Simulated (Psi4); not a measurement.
**N2 (nitrogen): levels of theory compared**

We compute a comparison of 6 runs (BLYP/def2-TZVPPD, PBE/def2-TZVPPD, SVWN5/def2-TZVPPD, TPSS/def2-TZVPPD, r2SCAN/def2-TZVPPD, CCSD/def2-TZVPPD) of N2 (nitrogen). 

The calculation is run with Psi4 1.11.

**1. The system as given**

N2 has 2 atoms, charge 0, and is taken as a singlet. As SMILES, `N#N`. The N1–N2 distance was set to 1.961 Å, away from the relaxed value.

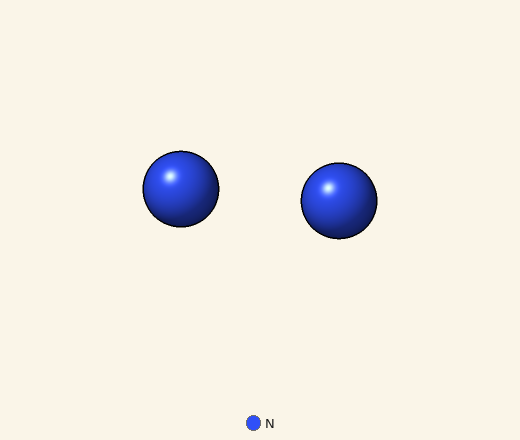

Viewed from a chosen angle; nitrogen blue.

**2. A single-point energy at BLYP/def2-TZVPPD (run 1)**

Contents of n2.py:

```python
import psi4

psi4.set_memory(1600000000)
psi4.set_num_threads(1)
psi4.core.set_output_file('psi4.out', False)

molecule = psi4.geometry("""
0 1
N      1.210296    -0.390779     0.623478
N     -0.465500     0.150300    -0.239800
symmetry c1
no_reorient
no_com
""")

psi4.set_options({
    'basis': 'def2-TZVPPD',
    'puream': True,
    'e_convergence': 1e-09,
    'd_convergence': 1e-08,
    'scf_type': 'pk',
    'dft_radial_points': 99,
    'dft_spherical_points': 590,
})

E, wfn = psi4.energy('blyp', return_wfn=True)
psi4.oeprop(wfn, 'LOWDIN_CHARGES', 'MAYER_INDICES', 'WIBERG_LOWDIN_INDICES')
print('E =', round(E, 9))
```

Launch:

```bash
$ python n2.py
```

psi4.out:

```text
[...]
  Running in c1 symmetry.
[...]
  Nuclear repulsion =   13.221331819326460
[...]
  Multiplicity = 1
[...]
  Nalpha       = 7
  Nbeta        = 7
[...]
    Number of basis functions: 74
[...]
   @RKS iter   1:  -109.17247379766002   -7.66343e-01   2.69141e-03 ADIIS/DIIS
[...]
   @RKS iter   9:  -109.19055475149882   -2.70006e-13   2.91490e-11 DIIS
[...]
    Orbital Energies [Eh]
    ---------------------
    Doubly Occupied:
       1A    -14.180292     2A    -14.180261     3A     -0.735227
       4A     -0.642503     5A     -0.328316     6A     -0.294297
       7A     -0.294297
[...]
  @RKS Final Energy:  -109.19055475149882
   => Energetics <=
    Nuclear Repulsion Energy =             13.2213318193264602
    One-Electron Energy =                -173.9319630334911722
    Two-Electron Energy =                  64.7893671250941452
    DFT Exchange-Correlation Energy =     -13.2692906624282507
    Empirical Dispersion Energy =           0.0000000000000000
    VV10 Nonlocal Energy =                  0.0000000000000000
    Total Energy =                       -109.1905547514988228
[...]
 Multipole Moments:
 ------------------------------------------------------------------------------------
     Multipole            Electronic (a.u.)      Nuclear  (a.u.)        Total (a.u.)
 ------------------------------------------------------------------------------------
 L = 1.  Multiply by 2.5417464519 to convert [e a0] to [Debye]
 Dipole X            :         -9.8522232            9.8522232            0.0000000
 Dipole Y            :          3.1810761           -3.1810761           -0.0000000
 Dipole Z            :         -5.0753244            5.0753244            0.0000000
 Magnitude           :                                                    0.0000000
[...]
```

On the terminal:

```text
E = -109.190554751
```

Run time: 4.5 s. Hardware: 1 thread of Intel Xeon Platinum 8375C at 2.90GHz (Ice Lake), shared host; peak memory 0.49 GiB.

**3. Energy and gradient at PBE/def2-TZVPPD (run 2)**

Contents of run.py:

```python
import psi4

psi4.set_memory('1600 MB')
psi4.set_num_threads(1)
psi4.set_output_file('psi4.out', False)

geom = psi4.geometry("""
0 1
N      1.210296    -0.390779     0.623478
N     -0.465500     0.150300    -0.239800
symmetry c1
no_reorient
no_com
""")

options = {'basis': 'def2-TZVPPD', 'puream': True, 'e_convergence': 1e-09, 'd_convergence': 1e-08, 'scf_type': 'pk', 'dft_radial_points': 99, 'dft_spherical_points': 590}
psi4.set_options(options)

E, wfn = psi4.gradient('pbe', return_wfn=True)
psi4.oeprop(wfn, 'QUADRUPOLE', 'DIPOLE', 'WIBERG_LOWDIN_INDICES', title='PBE')
print('gradient / Eh bohr^-1')
print(E.np.round(6))
print(f'energy = {wfn.energy():.10f} Eh')
for k, v in sorted(psi4.core.scalar_variables().items()):
    print(f'{k:45s} {v:18.10f}')
```

Launch:

```bash
$ python run.py
```

psi4.out:

```text
[...]
  Running in c1 symmetry.
[...]
  Nuclear repulsion =   13.221331819326460
[...]
  Multiplicity = 1
[...]
  Nalpha       = 7
  Nbeta        = 7
[...]
    Number of basis functions: 74
[...]
   @RKS iter   1:  -109.05499695473188   -7.74064e-01   2.32721e-03 ADIIS/DIIS
[...]
   @RKS iter   8:  -109.06884851208531   -4.12541e-10   6.87453e-09 DIIS
[...]
    Orbital Energies [Eh]
    ---------------------
    Doubly Occupied:
       1A    -14.158772     2A    -14.158744     3A     -0.741735
       4A     -0.648122     5A     -0.331861     6A     -0.297129
       7A     -0.297129
[...]
  @RKS Final Energy:  -109.06884851208531
   => Energetics <=
    Nuclear Repulsion Energy =             13.2213318193264602
    One-Electron Energy =                -173.8890191691010898
    Two-Electron Energy =                  64.7361932213565439
    DFT Exchange-Correlation Energy =     -13.1373543836672102
    Empirical Dispersion Energy =           0.0000000000000000
    VV10 Nonlocal Energy =                  0.0000000000000000
    Total Energy =                       -109.0688485120853102
[...]
  -Total Gradient:
     Atom            X                  Y                   Z
    ------   -----------------  -----------------  -----------------
       1        0.153276201971    -0.049489636021     0.078959475428
       2       -0.153276201971     0.049489636021    -0.078959475428
[...]
 Multipole Moments:
 ------------------------------------------------------------------------------------
     Multipole            Electronic (a.u.)      Nuclear  (a.u.)        Total (a.u.)
 ------------------------------------------------------------------------------------
 L = 1.  Multiply by 2.5417464519 to convert [e a0] to [Debye]
 Dipole X            :         -9.8522232            9.8522232            0.0000000
 Dipole Y            :          3.1810761           -3.1810761           -0.0000000
 Dipole Z            :         -5.0753244            5.0753244            0.0000000
 Magnitude           :                                                    0.0000000
 L = 2.  Multiply by 1.3450342976 to convert [e a0^2] to [Debye ang]
 Quadrupole XX       :        -50.1727578           42.0333850           -8.1393729
 Quadrupole XY       :         13.4149176          -13.5716904           -0.1567727
[...]
```

The script printed:

```text
gradient / Eh bohr^-1
[[ 0.153276 -0.04949   0.078959]
 [-0.153276  0.04949  -0.078959]]
energy = -109.0688485121 Eh
CURRENT ENERGY                                   -109.0688485121
CURRENT REFERENCE ENERGY                         -109.0688485121
DD SOLVATION ENERGY                                 0.0000000000
DFT FUNCTIONAL TOTAL ENERGY                      -109.0688485121
DFT TOTAL ENERGY                                 -109.0688485121
DFT VV10 ENERGY                                     0.0000000000
DFT XC ENERGY                                     -13.1373543837
GRID ELECTRONS ALPHA                                6.9999999964
GRID ELECTRONS BETA                                 6.9999999964
GRID ELECTRONS TOTAL                               13.9999999927
NUCLEAR REPULSION ENERGY                           13.2213318193
ONE-ELECTRON ENERGY                              -173.8890191691
PCM POLARIZATION ENERGY                             0.0000000000
PE ENERGY                                           0.0000000000
SCF ITERATION ENERGY                             -109.0688485121
SCF ITERATIONS                                      8.0000000000
SCF TOTAL ENERGY                                 -109.0688485121
TWO-ELECTRON ENERGY                                64.7361932214
XC GRID RADIAL POINTS                              99.0000000000
XC GRID SPHERICAL POINTS                          590.0000000000
XC GRID TOTAL POINTS                           114308.0000000000
```

Wall time 6.9 s (1 thread of Intel Xeon Platinum 8375C at 2.90GHz (Ice Lake), shared host); peak memory 0.49 GiB.

**4. Energy and forces at SVWN5/def2-TZVPPD (run 3)**

Contents of calc.py:

```python
import psi4

psi4.set_memory('1600 MB')
psi4.set_num_threads(1)
psi4.core.set_output_file('n2.out', False)

geom = psi4.geometry("""
0 1
N
N 1 1.961201
symmetry c1
""")

psi4.set_options({
    'basis': 'def2-TZVPPD',
    'puream': True,
    'e_convergence': 1e-09,
    'd_convergence': 1e-08,
    'scf_type': 'pk',
    'dft_radial_points': 99,
    'dft_spherical_points': 590,
})

result = psi4.gradient("scf", dft_functional={"name": "SVWN5", "x_functionals": {"LDA_X": {}}, "c_functionals": {"LDA_C_VWN": {}}})
print('gradient / Eh bohr^-1')
print(result.np.round(6))
```

Launch:

```bash
$ python calc.py
```

n2.out:

```text
[...]
  Running in c1 symmetry.
[...]
  Nuclear repulsion =   13.221328830053626
[...]
  Multiplicity = 1
[...]
  Nalpha       = 7
  Nbeta        = 7
[...]
    Number of basis functions: 74
[...]
   @RKS iter   1:  -108.27547375961478   -7.62347e-01   2.19480e-03 ADIIS/DIIS
[...]
   @RKS iter   9:  -108.28834664713023   -3.22586e-12   8.50251e-11 DIIS
[...]
    Orbital Energies [Eh]
    ---------------------
    Doubly Occupied:
       1A    -14.044757     2A    -14.044716     3A     -0.740128
       4A     -0.644142     5A     -0.339393     6A     -0.305492
       7A     -0.305492
[...]
  @RKS Final Energy:  -108.28834664713023
   => Energetics <=
    Nuclear Repulsion Energy =             13.2213288300536256
    One-Electron Energy =                -173.7716952400983246
    Two-Electron Energy =                  64.5665963727134908
    DFT Exchange-Correlation Energy =     -12.3045766097990352
    Empirical Dispersion Energy =           0.0000000000000000
    VV10 Nonlocal Energy =                  0.0000000000000000
    Total Energy =                       -108.2883466471302256
[...]
 Multipole Moments:
 ------------------------------------------------------------------------------------
     Multipole            Electronic (a.u.)      Nuclear  (a.u.)        Total (a.u.)
 ------------------------------------------------------------------------------------
 L = 1.  Multiply by 2.5417464519 to convert [e a0] to [Debye]
 Dipole X            :          0.0000000            0.0000000            0.0000000
 Dipole Y            :          0.0000000            0.0000000            0.0000000
 Dipole Z            :         -0.0000000            0.0000000           -0.0000000
 Magnitude           :                                                    0.0000000
[...]
  -Total Gradient:
     Atom            X                  Y                   Z
    ------   -----------------  -----------------  -----------------
       1       -0.000000000000     0.000000000000    -0.186402359722
       2        0.000000000000    -0.000000000000     0.186402359722
[...]
```

The script printed:

```text
gradient / Eh bohr^-1
[[-0.        0.       -0.186402]
 [ 0.       -0.        0.186402]]
```

Wall time 5.1 s (1 thread of Intel Xeon Platinum 8375C at 2.90GHz (Ice Lake), shared host); peak memory 0.32 GiB.

Runs 4 to 5 aren't shown in full; the table further down has their settings and results.

**5. A single-point energy at CCSD/def2-TZVPPD (run 6)**

Contents of n2.xyz:

```xyz
2
N2
N      1.210296    -0.390779     0.623478
N     -0.465500     0.150300    -0.239800
```

Contents of run.py:

```python
import numpy as np
from ase.calculators.psi4 import Psi4
from ase.io import read

a = read('n2.xyz')
calc = Psi4(atoms=a, method='ccsd', basis='def2-TZVPPD', memory='1600MB', num_threads=1, charge=0, multiplicity=1, label='psi4-calc')
calc.psi4.set_options({'puream': True, 'e_convergence': 1e-09, 'd_convergence': 1e-08, 'scf_type': 'pk', 'num_frozen_docc': 2})
a.calc = calc

print(f'energy: {a.get_potential_energy():.6f} eV')
```

Launch:

```bash
$ python run.py
```

psi4-calc.dat:

```text
[...]
  Running in c1 symmetry.
[...]
  Nuclear repulsion =   13.221331819326460
[...]
  Multiplicity = 1
[...]
  Nalpha       = 7
  Nbeta        = 7
[...]
    Number of basis functions: 74
[...]
   @RHF iter   1:  -108.37274567368905   -1.47658e+00   1.90070e-03 ADIIS/DIIS
[...]
   @RHF iter  12:  -108.38460290261644   -2.70006e-13   2.12359e-09 DIIS
[...]
    Orbital Energies [Eh]
    ---------------------
    Doubly Occupied:
       1A    -15.832705     2A    -15.832394     3A     -1.113519
       4A     -0.973916     5A     -0.499249     6A     -0.418158
       7A     -0.418158
[...]
  @RHF Final Energy:  -108.38460290261644
   => Energetics <=
    Nuclear Repulsion Energy =             13.2213318193264602
    One-Electron Energy =                -173.0356715974431268
    Two-Electron Energy =                  51.4297368755002395
    Total Energy =                       -108.3846029026164359
[...]
 Multipole Moments:
 ------------------------------------------------------------------------------------
     Multipole            Electronic (a.u.)      Nuclear  (a.u.)        Total (a.u.)
 ------------------------------------------------------------------------------------
 L = 1.  Multiply by 2.5417464519 to convert [e a0] to [Debye]
 Dipole X            :          0.0000000            0.0000000            0.0000000
 Dipole Y            :         -0.0000000            0.0000000           -0.0000000
 Dipole Z            :          0.0000000            0.0000000            0.0000000
 Magnitude           :                                                    0.0000000
[...]
      * MP2 total energy                      = -109.236081117714050
[...]
      * CCSD total energy                     = -108.974815531045266
```

On the terminal:

```text
energy: -2965.355772 eV
```

Run time: 14 s. Hardware: 1 thread of Intel Xeon Platinum 8375C at 2.90GHz (Ice Lake), shared host; peak memory 0.53 GiB.

**6. The series**

| run | level | task | frozen core orbitals | energy (Eh) | dipole moment (D) | HOMO energy (eV) | LUMO energy (eV) | wall time |
| --- | --- | --- | --- | --- | --- | --- | --- | --- |
| 1 | BLYP/def2-TZVPPD | energy | 0 | -109.190555 | 0.00 | -8.01 | -6.47 | 4.5 s |
| 2 | PBE/def2-TZVPPD | gradient | 0 | -109.068849 | 0.00 | -8.09 | -6.53 | 6.9 s |
| 3 | SVWN5/def2-TZVPPD | gradient | 0 | -108.288347 | 0.00 | -8.31 | -6.74 | 5.1 s |
| 4 | TPSS/def2-TZVPPD | gradient | 0 | -109.199653 | 0.00 | -8.10 | -6.50 | 11 s |
| 5 | r2SCAN/def2-TZVPPD | energy | 0 | -109.095841 | 0.00 | -8.31 | -6.60 | 9.6 s |
| 6 | CCSD/def2-TZVPPD | energy | 2 | -108.974816 | – | -11.38 | -2.52 | 14 s |

**7. Outcome**

| quantity | value |
| --- | --- |
| run 6: total energy | -108.97482 Eh |
| run 6: HOMO energy (Hartree–Fock orbitals) | -11.38 eV |
| run 6: LUMO energy (Hartree–Fock orbitals) | -2.52 eV |
| run 6: HOMO–LUMO gap (Hartree–Fock orbitals) | 8.86 eV |
| run 6: correlation energy (2 core orbitals frozen) | -590.2 mEh |
| run 6: T1 diagnostic | 0.044 |

What this shows: Over runs 1, 2, 3, 4, 5 the HOMO–LUMO gap runs from 1.54 eV (BLYP/def2-TZVPPD) to 1.71 eV (r2SCAN/def2-TZVPPD). Totals of different functionals can't be ranked against each other. In run 6 the T1 diagnostic is large, so a single reference may not serve. All runs together took 51 s, the longest 14 s.
